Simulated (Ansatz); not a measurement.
Single-point calculation of SiBrCl$_{3}$

SiBrCl$_{3}$, SMILES Cl[Si](Cl)(Cl)Br, computed with RKS PBE0-D4/def2-TZVPP (Ansatz 0.2.0).

The geometry comes from this level: PBE0-D4/def2-TZVP.

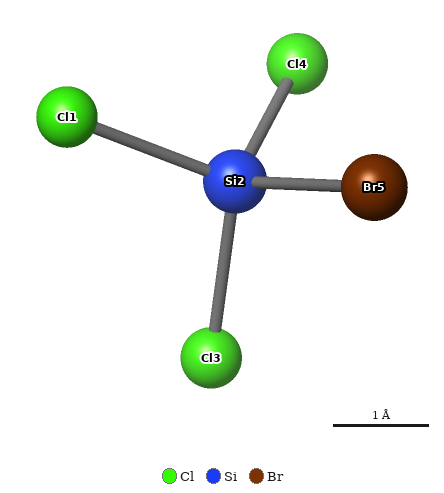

The input geometry (ball-and-stick view, seen at a tilt; atoms are numbered from 1 in the order of the input). Bond lengths as drawn: Br–Si 2.19 Å and Cl–Si 2.02 Å.

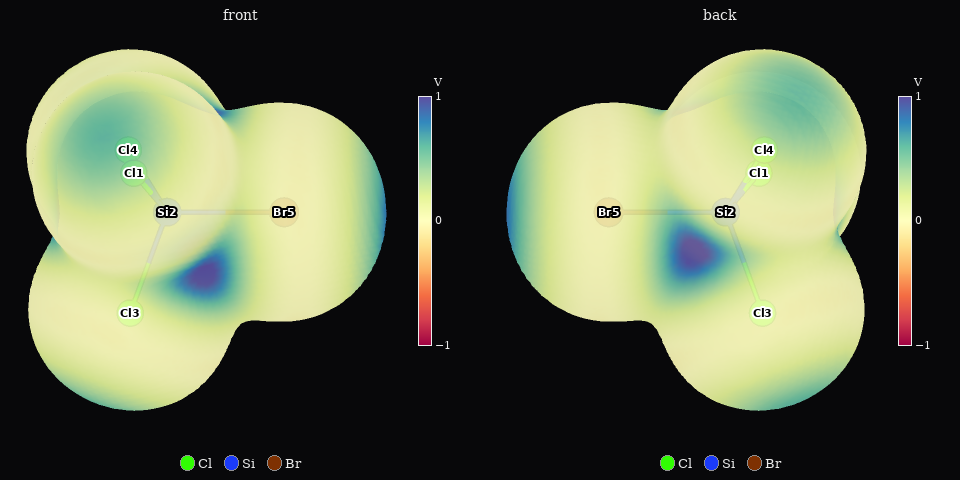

The electrostatic potential painted on the density surface at 0.002 e/bohr³, seen face on and from behind; red is negative and blue positive.

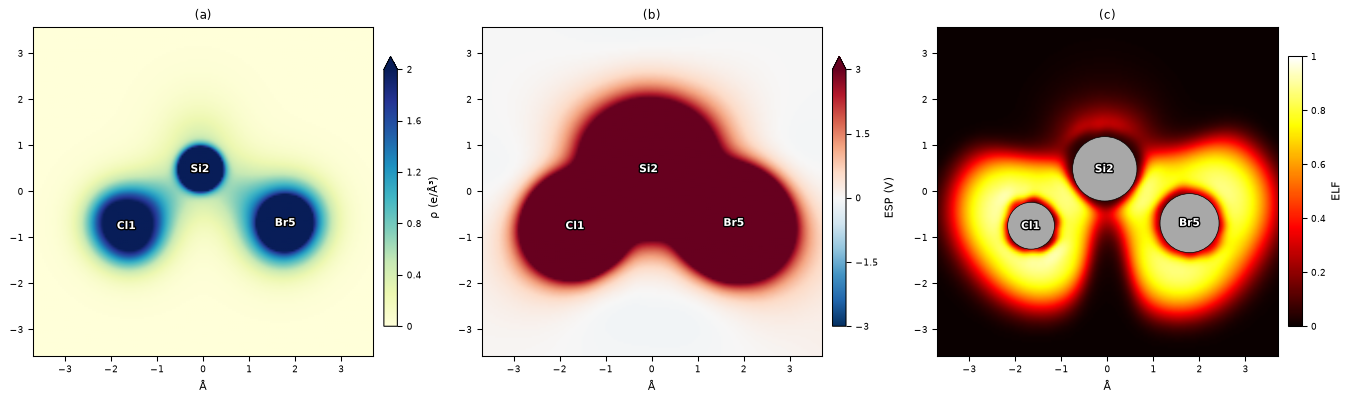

(a) total electron density; (b) molecular electrostatic potential; (c) ELF on the plane of atoms Cl1, Si2 and Br5. Grey discs, where drawn, cover atomic cores. Si–Cl (2.02 Å): ρ at the midpoint is about 0.97 e/Å³; the ELF peaks at about 0.85 between the atoms, which marks a shared but strongly polarised pair. The potential has no marked negative region in this plane.

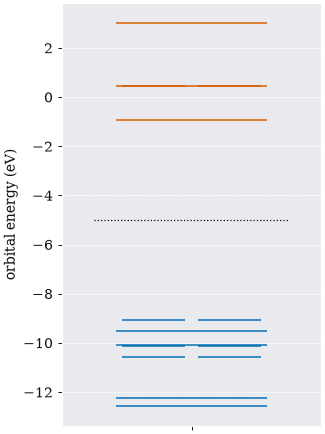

Orbital energies near the frontier; the dotted line parts filled from empty levels, and levels within 0.02 eV of each other stand side by side. Highest filled −9.06 eV, lowest empty −0.92 eV, 8.14 eV apart.

These pictures come from the run below.

Input file
```yaml
crystal:
  periodic: [false, false, false]
  atoms:
    - {symbol: Cl, position_ang: [-0.852880, -0.217682, 1.821586]}
    - {symbol: Si, position_ang: [0.003445, -0.042577, -0.003195]}
    - {symbol: Cl, position_ang: [1.690477, -1.158176, -0.059225]}
    - {symbol: Cl, position_ang: [-1.285660, -0.709676, -1.412792]}
    - {symbol: Br, position_ang: [0.494418, 2.054411, -0.387875]}
basis:
  gaussian: {orbitals: def2-TZVPP}
hamiltonian: {xc: pbe0, dispersion: d4}
output: {orbitals: {seedname: orbitals}}
```

Launched with:
```bash
ansatz run in.yaml --threads 4 --pin off --events-out ev --progress --plain --max-ram 10444MiB
```

The program's output
```
Functional definition: PBE0
  name "PBE0"
  cite "Adamo & Barone, J. Chem. Phys. 110, 6158 (1999) doi:10.1063/1.478522"
  cite "Perdew, Burke & Ernzerhof, Phys. Rev. Lett. 77, 3865 (1996) doi:10.1103/PhysRevLett.77.3865"
  parent pbe
  parameter a = 0.25
  parameter kappa = 0.804
  parameter beta = 0.06672455060314922
  exchange = (1 - a)*pbe_x(kappa = kappa, mu = beta*pi^2/3) + a*exact_x
  correlation = pbe_c(beta = beta)
1679 factors; their error is unknown
mean field evaluation 1: about -115474.2665 eV, gradient 1.6e1 eV
mean field evaluation 2: about -115474.4774 eV, gradient 1.4e1 eV
mean field evaluation 4: about -115474.8039 eV, gradient 1.1e0 eV
mean field evaluation 8: about -115475.3491 eV, gradient 4.2e-1 eV
mean field evaluation 16: about -115475.3493 eV, gradient 2.5e-5 eV
mean field -115475.34926139 eV, -4243.6408133531 hartree, gradient 2.5e-5 eV, S^2 0.000000; 0 other end points of the search recorded, 0 dependent functions left out
reference -115475.34928977 eV, -4243.6408143959 hartree; 50, 50 occupied and 166, 166 virtual orbitals, 1679 factors
Total energy: -115475.59357327 eV, -4243.6497916492 hartree
```

Summary

```csv
quantity,value
outcome,converged
total energy,−115475.5936 eV
mean-field energy,−115475.3493 eV
dispersion energy,−0.2443 eV
SCF solution under orbital rotations,stable
HOMO,−9.06 eV
LUMO,−0.92 eV
hardware,"4 threads of Arm Neoverse V2, 23 GiB of memory available, shared host"
wall time,3.1 s (CPU time 12 s)
peak memory,0.89 GiB
```
